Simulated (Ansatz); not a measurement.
# CH₆AlClSi: from a rough start to a minimum

What shape does CH₆AlClSi take? The plan is to relax it, check the end point by its vibrations and derive ideal-gas thermochemistry, and look at its orbitals and charge.

Computed with Ansatz 0.2.0, Gaussian basis. Level: RKS PBE0-D4/def2-TZVP.

Levels to be run: relaxation at PBE-D4/def2-SVP; relaxation at PBE0-D4/def2-TZVP; harmonic vibrations at the same level; a single point in def2-TZVPP for the fields.

## (1) Where the work starts

SMILES `[SiH3][AlH][CH2]Cl`, 10 atoms, charge 0, spin multiplicity 1.

Atoms are counted from 1 here; the program's logs count them from 0.

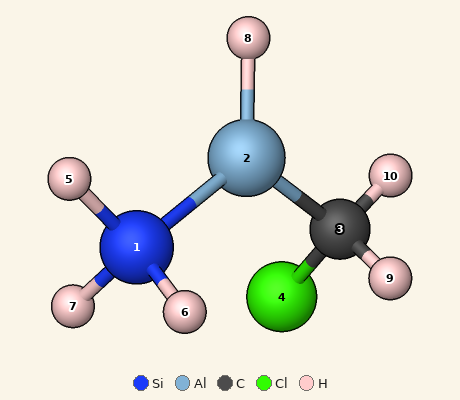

Start geometry, drawn with silicon blue, aluminium light blue, carbon dark grey, chlorine green, hydrogen pink; atoms are numbered from 1 in the order of the file.

The start is a force-field geometry with small random shifts, so a cheaper pass at PBE-D4/def2-SVP comes first.

## (2) Relaxation at PBE-D4/def2-SVP (cheap first pass)

File in.yaml:

```yaml
crystal:
  periodic: [false, false, false]
  atoms:
    - {symbol: Si, position_ang: [-1.228300, 1.372900, 0.094300]}
    - {symbol: Al, position_ang: [0.660600, 0.232300, -0.549100]}
    - {symbol: C, position_ang: [1.018200, -1.533400, 0.261200]}
    - {symbol: Cl, position_ang: [-0.212800, -2.641600, -0.078400]}
    - {symbol: H, position_ang: [-1.341700, 2.676900, -0.679700]}
    - {symbol: H, position_ang: [-1.230900, 1.711800, 1.524300]}
    - {symbol: H, position_ang: [-2.435100, 0.604900, -0.218700]}
    - {symbol: H, position_ang: [1.697800, 0.863700, -1.643800]}
    - {symbol: H, position_ang: [1.159600, -1.398600, 1.415100]}
    - {symbol: H, position_ang: [1.995700, -1.940100, -0.122200]}
basis:
  gaussian: {orbitals: def2-SVP}
hamiltonian: {xc: pbe, dispersion: d4}
relax: {f_tol: 0.03, max_steps: 200}
```

On the command line:

```sh
$ ansatz run in.yaml --threads 2 --pin off --events-out ev --progress --plain --max-ram 4352MiB
```

What it wrote, cut to the lines that bear on the results:

```text
Functional definition: PBE
  name "PBE"
  cite "Perdew, Burke & Ernzerhof, Phys. Rev. Lett. 77, 3865 (1996) doi:10.1103/PhysRevLett.77.3865"
  parent pbe
[...]
1090 factors; their error is unknown
[...]
mean field -28106.88356270 eV, -1032.9089193993 hartree, gradient 3.4e-5 eV, S^2 0.000000; 0 other end points of the search recorded, 0 dependent functions left out
[...]
reference -28106.88360341 eV, -1032.9089208954 hartree; 28, 28 occupied and 70, 70 virtual orbitals, 1090 factors
relax step   1: F+E_penalty+E_count = -28107.10221795 eV  Δ(F+E_penalty+E_count) = +0.000e0 eV  max|allowed force component| = 2.928e0 eV/Å  Δτ_max = 0.0000 Å  (25 SCF iters, accepted)
[...]
relax step   3: F+E_penalty+E_count = -28107.54936966 eV  Δ(F+E_penalty+E_count) = -1.066e-1 eV  max|allowed force component| = 7.958e-1 eV/Å  Δτ_max = 0.1331 Å  (26 SCF iters, accepted)
[...]
relax step   5: F+E_penalty+E_count = -28107.69118747 eV  Δ(F+E_penalty+E_count) = -5.919e-2 eV  max|allowed force component| = 2.889e-1 eV/Å  Δτ_max = 0.1951 Å  (27 SCF iters, accepted)
[...]
relax step   7: F+E_penalty+E_count = -28107.72052912 eV  Δ(F+E_penalty+E_count) = -1.992e-3 eV  max|allowed force component| = 1.573e-1 eV/Å  Δτ_max = 0.2000 Å  (25 SCF iters, accepted)
[...]
relax step   9: F+E_penalty+E_count = -28107.73516212 eV  Δ(F+E_penalty+E_count) = -2.455e-3 eV  max|allowed force component| = 8.282e-2 eV/Å  Δτ_max = 0.0749 Å  (26 SCF iters, accepted)
[...]
relax step  10: F+E_penalty+E_count = -28107.73641521 eV  Δ(F+E_penalty+E_count) = -1.253e-3 eV  max|allowed force component| = 1.975e-2 eV/Å  Δτ_max = 0.0232 Å  (27 SCF iters, accepted)
1090 factors; their error is unknown
[...]
mean field -28107.51511178 eV, -1032.9321284000 hartree, gradient 1.4e-5 eV, S^2 0.000000; 1 other end points of the search recorded, 0 dependent functions left out
[...]
reference -28107.51515311 eV, -1032.9321299188 hartree; 28, 28 occupied and 70, 70 virtual orbitals, 1090 factors
Total energy: -28107.73645653 eV, -1032.9402626696 hartree
Atom 0 at    -1.275978     1.418966     0.130742 Å, force     0.008217    -0.001826    -0.004570 eV/Å
Atom 1 at     0.654316     0.126691    -0.667652 Å, force    -0.007506     0.003491    -0.010553 eV/Å
Atom 2 at     1.248556    -1.398520     0.452635 Å, force     0.010084     0.016262     0.017388 eV/Å
Atom 3 at     0.006343    -2.284485    -0.646479 Å, force    -0.013631    -0.018291    -0.001287 eV/Å
Atom 4 at    -1.378320     2.767147    -0.539164 Å, force    -0.006509     0.012999     0.010832 eV/Å
Atom 5 at    -1.201995     1.663228     1.620660 Å, force    -0.001409     0.001727    -0.009833 eV/Å
Atom 6 at    -2.576321     0.695350    -0.126071 Å, force     0.004756    -0.000117    -0.002530 eV/Å
Atom 7 at     1.494514     0.409965    -1.997718 Å, force    -0.005425     0.007587    -0.002413 eV/Å
Atom 8 at     0.896362    -1.542985     1.490274 Å, force    -0.008324    -0.011813     0.002152 eV/Å
Atom 9 at     2.215623    -1.906557     0.285775 Å, force     0.019750    -0.010019     0.000815 eV/Å
Dipole moment:     0.251393    -0.183300     0.211942 e Å
```

Run time: 26 s. Hardware: 2 threads of Intel Xeon Platinum 8175M at 2.50GHz, shared host.

Relaxation path:

```tsv
step	energy from step 1 (eV)	largest force component (eV/Å)
1	0.0000	2.9276
2	-0.3405	1.6741
3	-0.4472	0.7958
4	-0.5298	0.1923
5	-0.5890	0.2889
6	-0.6163	0.2612
7	-0.6183	0.1573
8	-0.6305	0.1427
9	-0.6329	0.0828
10	-0.6342	0.0198
```

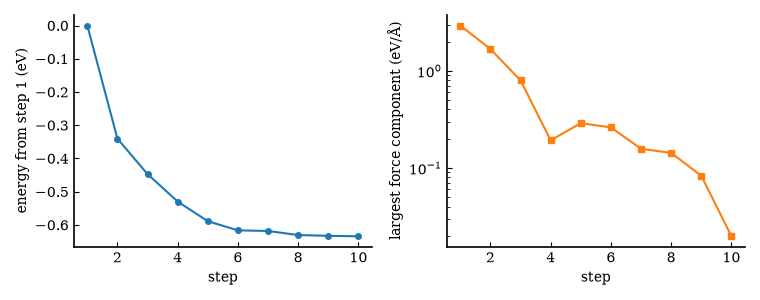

Energy and force, step by step.

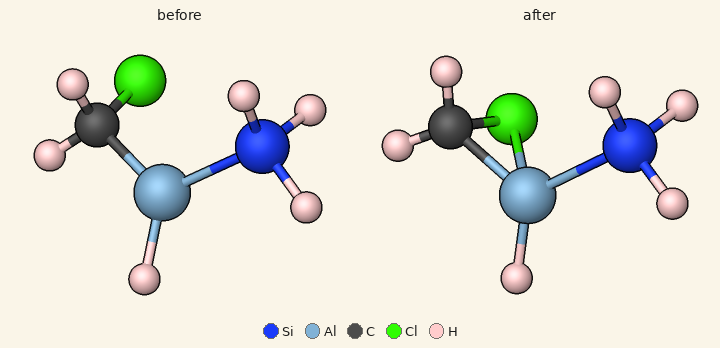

The geometry before (left) and after (right).

Distances of close pairs at the start and the end, largest changes first:

```tsv
bond	before (Å)	after (Å)	change (Å)
Al2–Cl4	3.040	2.497	-0.544
C3–Cl4	1.691	1.880	+0.190
Si1–Al2	2.298	2.456	+0.158
C3–H9	1.170	1.105	-0.065
Si1–H7	1.464	1.510	+0.046
Si1–H6	1.470	1.512	+0.042
Al2–H8	1.635	1.599	-0.036
C3–H10	1.126	1.105	-0.021
```

## (3) Geometry optimisation, PBE0-D4/def2-TZVP

File in.yaml:

```yaml
crystal:
  periodic: [false, false, false]
  atoms:
    - {symbol: Si, position_ang: [-1.275978, 1.418966, 0.130742]}
    - {symbol: Al, position_ang: [0.654316, 0.126691, -0.667652]}
    - {symbol: C, position_ang: [1.248556, -1.398520, 0.452635]}
    - {symbol: Cl, position_ang: [0.006343, -2.284485, -0.646479]}
    - {symbol: H, position_ang: [-1.378320, 2.767147, -0.539164]}
    - {symbol: H, position_ang: [-1.201995, 1.663228, 1.620660]}
    - {symbol: H, position_ang: [-2.576321, 0.695350, -0.126071]}
    - {symbol: H, position_ang: [1.494514, 0.409965, -1.997718]}
    - {symbol: H, position_ang: [0.896362, -1.542985, 1.490274]}
    - {symbol: H, position_ang: [2.215623, -1.906557, 0.285775]}
basis:
  gaussian: {orbitals: def2-TZVP}
hamiltonian: {xc: pbe0, dispersion: d4}
relax: {f_tol: 0.005, max_steps: 150}
```

The command is unchanged.

What it wrote, cut to the lines that bear on the results:

```text
Functional definition: PBE0
  name "PBE0"
  cite "Adamo & Barone, J. Chem. Phys. 110, 6158 (1999) doi:10.1063/1.478522"
  cite "Perdew, Burke & Ernzerhof, Phys. Rev. Lett. 77, 3865 (1996) doi:10.1103/PhysRevLett.77.3865"
  parent pbe
[...]
1259 factors; their error is unknown
[...]
mean field -28120.92170571 eV, -1033.4248116393 hartree, gradient 3.7e-5 eV, S^2 0.000000; 0 other end points of the search recorded, 0 dependent functions left out
[...]
reference -28120.92174263 eV, -1033.4248129964 hartree; 28, 28 occupied and 150, 150 virtual orbitals, 1259 factors
relax step   1: F+E_penalty+E_count = -28121.11185447 eV  Δ(F+E_penalty+E_count) = +0.000e0 eV  max|allowed force component| = 5.832e-1 eV/Å  Δτ_max = 0.0000 Å  (26 SCF iters, accepted)
[...]
Atom 0 at    -1.309297     1.376663     0.095020 Å, force    -0.000850     0.001269    -0.000533 eV/Å
Atom 1 at     0.498609    -0.017186    -0.784146 Å, force     0.000382     0.001147    -0.001215 eV/Å
Atom 2 at     1.384544    -1.244053     0.470037 Å, force     0.003290     0.004637     0.000994 eV/Å
Atom 3 at     0.035341    -2.338282    -0.172143 Å, force    -0.003045    -0.003887    -0.000465 eV/Å
Atom 4 at    -0.891157     2.805777     0.205113 Å, force    -0.001317    -0.002610     0.000461 eV/Å
Atom 5 at    -1.722393     0.935492     1.458896 Å, force     0.000334     0.001116    -0.001633 eV/Å
Atom 6 at    -2.521939     1.347194    -0.772309 Å, force     0.002321     0.000043     0.001723 eV/Å
Atom 7 at     1.057472     0.016297    -2.266498 Å, force    -0.000186    -0.000125     0.000672 eV/Å
Atom 8 at     1.234827    -1.187385     1.545007 Å, force    -0.000531    -0.001147     0.000538 eV/Å
Atom 9 at     2.317093    -1.745718     0.224024 Å, force    -0.000397    -0.000442    -0.000542 eV/Å
Dipole moment:     0.299408    -0.110119     0.189310 e Å
```

It took 2.8 min on 2 threads of Intel Xeon Platinum 8175M at 2.50GHz, shared host; peak memory 0.5 GiB.

Relaxation path:

```tsv
step	energy from step 1 (eV)	largest force component (eV/Å)
1	0.0000	0.5832
2	-0.0279	0.1906
3	-0.0322	0.0746
4	-0.0329	0.0170
5	-0.0330	0.0036
6	-0.0330	0.0058
7	-0.0331	0.0190
8	-0.0334	0.0355
9	-0.0336	0.0732
10	-0.0342	0.0685
11	-0.0353	0.1305
12	-0.0366	0.1308
13	-0.0385	0.0837
14	-0.0409	0.1056
15	-0.0424	0.1090
16	-0.0443	0.0921
17	-0.0464	0.0633
18	-0.0474	0.0711
19	-0.0474	0.1031
20	-0.0483	0.0535
21	-0.0488	0.0087
22	-0.0489	0.0070
23	-0.0490	0.0140
24	-0.0491	0.0126
25	-0.0491	0.0046
```

The force was under the threshold of 0.005 eV/Å already at step 5, but the program went on to step 25.

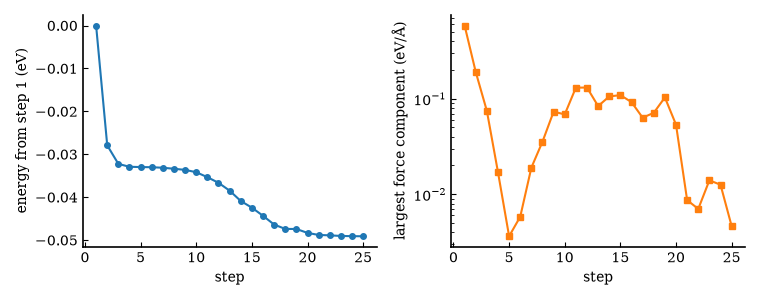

Energy and force, step by step.

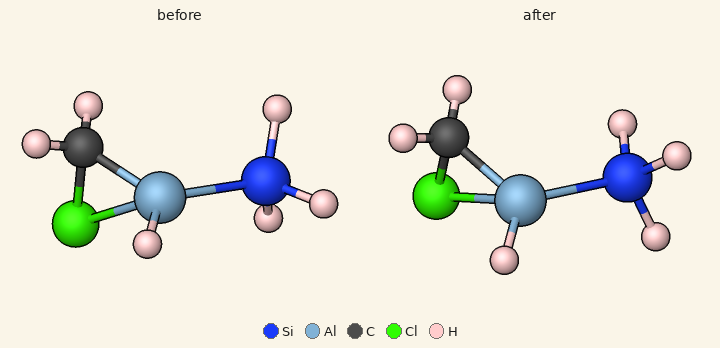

Before and after, at one scale.

Close pairs (by a distance rule), those that changed most:

```tsv
bond	before (Å)	after (Å)	change (Å)
Al2–Cl4	2.497	2.445	-0.052
C3–Cl4	1.880	1.852	-0.028
Si1–H6	1.512	1.492	-0.020
Si1–H7	1.510	1.491	-0.019
C3–H9	1.105	1.087	-0.018
Al2–C3	1.984	1.965	-0.018
C3–H10	1.105	1.087	-0.018
Si1–H5	1.509	1.493	-0.016
```

Mulliken charges of the relaxed molecule (report file):

```tsv
atom	value (e)
Si1	-0.13
Al2	0.41
C3	-0.36
Cl4	-0.09
H5	-0.02
H6	-0.02
H7	-0.02
H8	-0.10
H9	0.16
H10	0.16
```

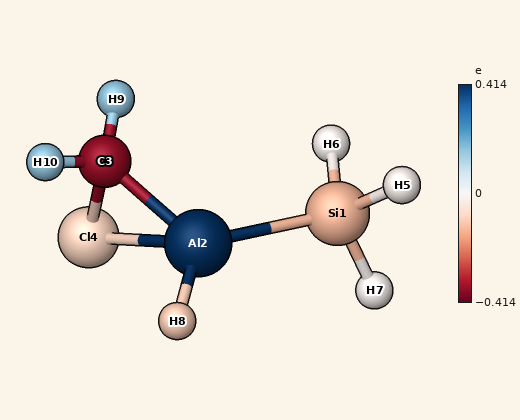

Mulliken charges of the relaxed molecule (report file), as colours on the atoms.

## (4) Force constants and modes

File in.yaml:

```yaml
crystal:
  periodic: [false, false, false]
  atoms:
    - {symbol: Si, position_ang: [-1.309297, 1.376663, 0.095020]}
    - {symbol: Al, position_ang: [0.498609, -0.017186, -0.784146]}
    - {symbol: C, position_ang: [1.384544, -1.244053, 0.470037]}
    - {symbol: Cl, position_ang: [0.035341, -2.338282, -0.172143]}
    - {symbol: H, position_ang: [-0.891157, 2.805777, 0.205113]}
    - {symbol: H, position_ang: [-1.722393, 0.935492, 1.458896]}
    - {symbol: H, position_ang: [-2.521939, 1.347194, -0.772309]}
    - {symbol: H, position_ang: [1.057472, 0.016297, -2.266498]}
    - {symbol: H, position_ang: [1.234827, -1.187385, 1.545007]}
    - {symbol: H, position_ang: [2.317093, -1.745718, 0.224024]}
basis:
  gaussian: {orbitals: def2-TZVP}
hamiltonian: {xc: pbe0, dispersion: d4}
phonons: {temperatures: {t_min: 298.15, t_max: 900, t_step: 200}}
```

Same command.

What it wrote, cut to the lines that bear on the results:

```text
Functional definition: PBE0
  name "PBE0"
  cite "Adamo & Barone, J. Chem. Phys. 110, 6158 (1999) doi:10.1063/1.478522"
  cite "Perdew, Burke & Ernzerhof, Phys. Rev. Lett. 77, 3865 (1996) doi:10.1103/PhysRevLett.77.3865"
  parent pbe
[...]
1259 factors; their error is unknown
[...]
mean field -28120.96949187 eV, -1033.4265677486 hartree, gradient 3.5e-5 eV, S^2 0.000000; 0 other end points of the search recorded, 0 dependent functions left out
[...]
reference -28120.96952932 eV, -1033.4265691248 hartree; 28, 28 occupied and 150, 150 virtual orbitals, 1259 factors
[...]
1259 factors; their error is unknown
mean field -28120.96938176 eV, -1033.4265637021 hartree, gradient 1.2e-6 eV, S^2 0.000000; 0 other end points of the search recorded, 0 dependent functions left out
[...]
reference -28120.96941921 eV, -1033.4265650782 hartree; 28, 28 occupied and 150, 150 virtual orbitals, 1259 factors
[...]
Atom 2 at     1.384544    -1.244053     0.470037 Å, force     0.003385     0.004770     0.000978 eV/Å
Atom 3 at     0.035341    -2.338282    -0.172143 Å, force    -0.003163    -0.003989    -0.000501 eV/Å
Atom 4 at    -0.891157     2.805777     0.205113 Å, force    -0.001300    -0.002633     0.000465 eV/Å
Atom 5 at    -1.722393     0.935492     1.458896 Å, force     0.000360     0.001107    -0.001647 eV/Å
Atom 6 at    -2.521939     1.347194    -0.772309 Å, force     0.002303     0.000027     0.001737 eV/Å
Atom 7 at     1.057472     0.016297    -2.266498 Å, force    -0.000193    -0.000122     0.000675 eV/Å
Atom 8 at     1.234827    -1.187385     1.545007 Å, force    -0.000556    -0.001139     0.000527 eV/Å
Atom 9 at     2.317093    -1.745718     0.224024 Å, force    -0.000418    -0.000445    -0.000527 eV/Å
Dipole moment:     0.299406    -0.110118     0.189309 e Å
Vibrations: 61.95 79.10 127.64 204.86 374.97 400.76 432.23 497.49 567.47 580.62 666.49 703.27 865.87 938.09 938.92 1050.42 1095.94 1416.62 1926.42 2190.56 2198.79 2204.30 3123.80 3207.68 cm⁻¹, zero-point energy 1.602761 eV
```

Run time: 4.6 min. Hardware: 2 threads of Intel Xeon Platinum 8175M at 2.50GHz, shared host; peak memory 0.52 GiB.

Motions are named by where the mode's potential energy lies. The modes, unscaled (a negative number is an imaginary wavenumber):

```tsv
mode	cm⁻¹	motion
1	62	torsion
2	79	bend
3	128	bend
4	205	Al–Cl stretch with bend
5	375	Al–Si stretch
6	401	bend with torsion
7	432	bend
8	497	torsion with bend
9	567	bend
10	581	C–Cl stretch with bend
11	666	Al–C stretch with bend
12	703	bend
13	866	bend
14	938	bend with torsion
15	939	bend with torsion
16	1050	bend
17	1096	bend
18	1417	bend
19	1926	Al–H stretch
20	2191	Si–H stretch
21	2199	Si–H stretch
22	2204	Si–H stretch
23	3124	C–H stretch
24	3208	C–H stretch
```

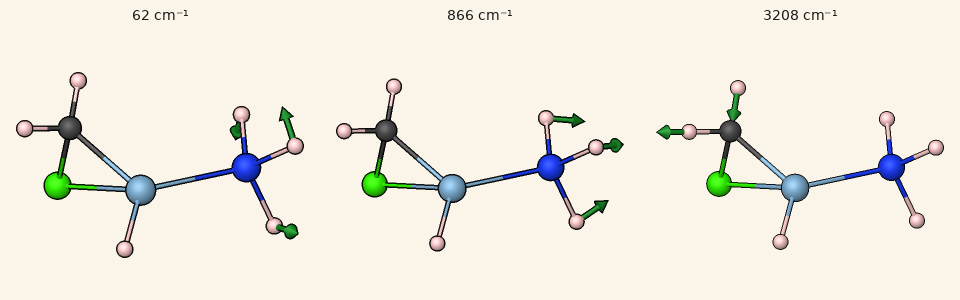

How the atoms move in 3 of the modes.

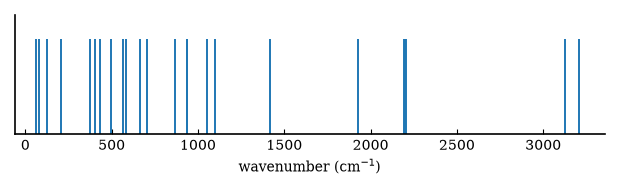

The harmonic wavenumbers as sticks (no intensities were computed).

Ideal gas, rigid rotor and harmonic oscillator at 298.15 K and 1 bar, with symmetry number 1:

```tsv
term	value
zero-point energy	37.0 kcal/mol
H(298) − E	42.3 kcal/mol
entropy, translation	167.3 J/(mol K)
entropy, rotation	115.1 J/(mol K)
entropy, vibration	80.0 J/(mol K)
entropy, total	362.4 J/(mol K)
```

## (5) Fields at the relaxed geometry

in.yaml, as its differences from that of step 4:

```diff
@@ -14,4 +14,4 @@
 basis:
-  gaussian: {orbitals: def2-TZVP}
+  gaussian: {orbitals: def2-TZVPP}
 hamiltonian: {xc: pbe0, dispersion: d4}
-phonons: {temperatures: {t_min: 298.15, t_max: 900, t_step: 200}}
+output: {orbitals: {seedname: orbitals}}
```

Same command.

What it wrote:

```text
Functional definition: PBE0
  name "PBE0"
  cite "Adamo & Barone, J. Chem. Phys. 110, 6158 (1999) doi:10.1063/1.478522"
  cite "Perdew, Burke & Ernzerhof, Phys. Rev. Lett. 77, 3865 (1996) doi:10.1103/PhysRevLett.77.3865"
  parent pbe
  parameter a = 0.25
  parameter kappa = 0.804
  parameter beta = 0.06672455060314922
  exchange = (1 - a)*pbe_x(kappa = kappa, mu = beta*pi^2/3) + a*exact_x
  correlation = pbe_c(beta = beta)
1450 factors; their error is unknown
mean field evaluation 1: about -28116.3885 eV, gradient 4.4e1 eV
mean field evaluation 2: about -28112.8484 eV, gradient 5.5e1 eV
mean field evaluation 4: about -28120.9523 eV, gradient 1.9e0 eV
mean field evaluation 8: about -28120.9598 eV, gradient 1.2e-1 eV
mean field evaluation 16: about -28121.0128 eV, gradient 1.4e-4 eV
mean field -28121.01275377 eV, -1033.4281575939 hartree, gradient 2.7e-5 eV, S^2 0.000000; 0 other end points of the search recorded, 0 dependent functions left out
reference -28121.01279109 eV, -1033.4281589656 hartree; 28, 28 occupied and 213, 213 virtual orbitals, 1450 factors
Total energy: -28121.20424882 eV, -1033.4351949073 hartree
```

Wall time 7 s (2 threads of Intel Xeon Platinum 8175M at 2.50GHz, shared host); peak memory 0.62 GiB.

The fields below are evaluated on a grid from the run's orbitals.

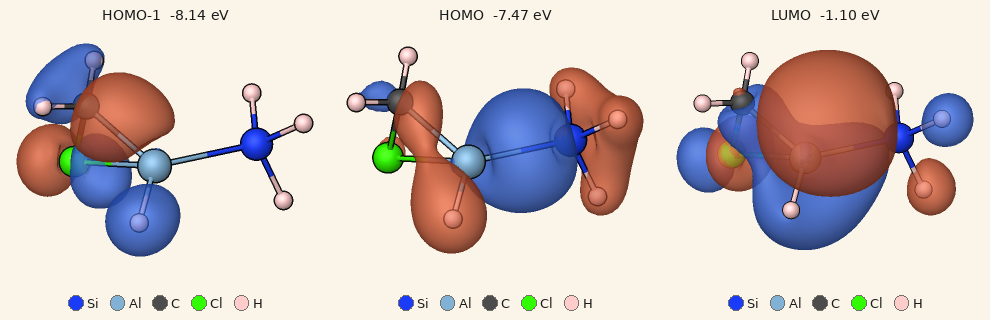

Frontier orbitals at PBE0-D4/def2-TZVPP; each surface holds 70 % of the orbital's density, blue and red mark the sign.

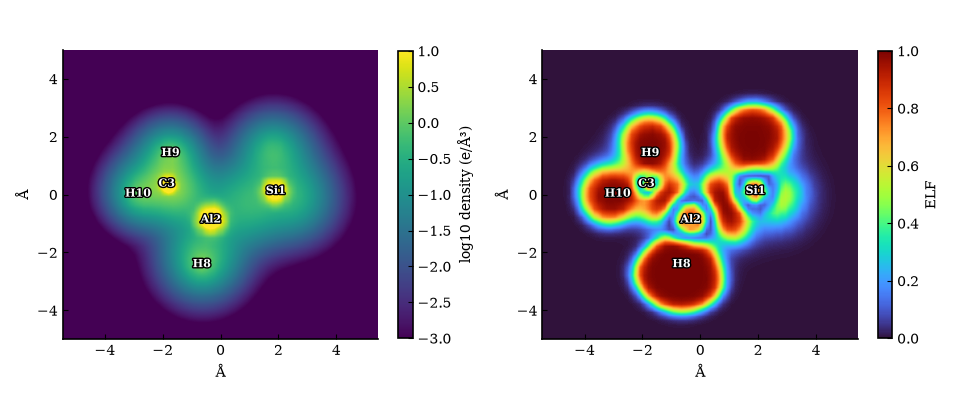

Density (left) and ELF (right) in a plane through or near 6 of the atoms.

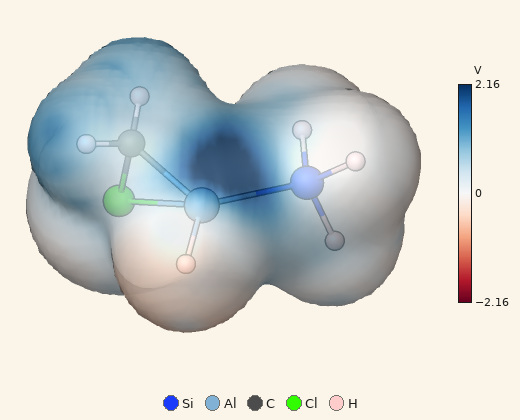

The potential that a unit positive charge feels on the 0.002 e/bohr³ surface, from -0.47 to 2.16 V.

## (6) Summary of results

```
                  quantity            value
               point group               C1
                     steps          10 + 25
shift from the start (rms)          0.716 Å
              total energy   -28121.1610 eV
           dispersion term         -191 meV
             dipole moment           1.78 D
lowest, highest wavenumber    62, 3208 cm⁻¹
         zero-point energy    37.0 kcal/mol
       entropy at 298.15 K  362.4 J/(mol K)
                HOMO, LUMO  -7.47, -1.10 eV
```

What this shows: The atoms moved 0.72 Å (rms) from the start; the bond that changed most is Al2–Cl4, from 3.040 to 2.445 Å. The bonds at the end are not those of the start, so the run found another structure. No mode is imaginary: a true minimum at this level. The stiffest mode, 3208 cm⁻¹, is a C–H stretch, and 3 modes under 200 cm⁻¹ make the vibrational entropy uncertain. Harmonic hybrid wavenumbers usually lie a few per cent above measured fundamentals. The largest Mulliken charge, +0.41 e, sits on Al2. The HOMO lies mostly on Si1 31 %; Al2 25 % and the LUMO on Al2 41 %; Cl4 13 %.
